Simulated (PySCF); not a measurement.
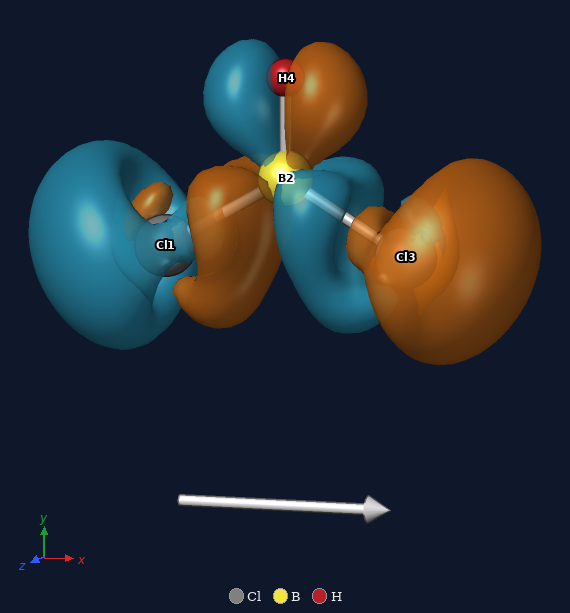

Figure. BCl₂H, SMILES `ClBCl`. Change of the electron density in a uniform field of 0.21 V/Å along +x (arrow), surfaces at ±0.0015 e/Å³ (light blue: gain, orange: loss).

Method: B3LYP/def2-SVPD; geometry: GFN2-xTB; program: PySCF. No frequency check shows the geometry to be a minimum. GFN2-xTB bond lengths at metals and heavier atoms can be off by up to 0.1 Å and shapes distorted, which carries into these values.

> What dipole is induced, and what polarisability does it imply?

The induced dipole is 0.55 D (along the field); α along this axis, from the fields in both directions, is 54 bohr³ (8.1 Å³).

> Which atoms gain and lose the most charge?

Electrons gather most on Cl1 (Hirshfeld charge changes by −0.021 e) and leave Cl3 most (+0.021 e); 0.043 electrons are displaced in all.
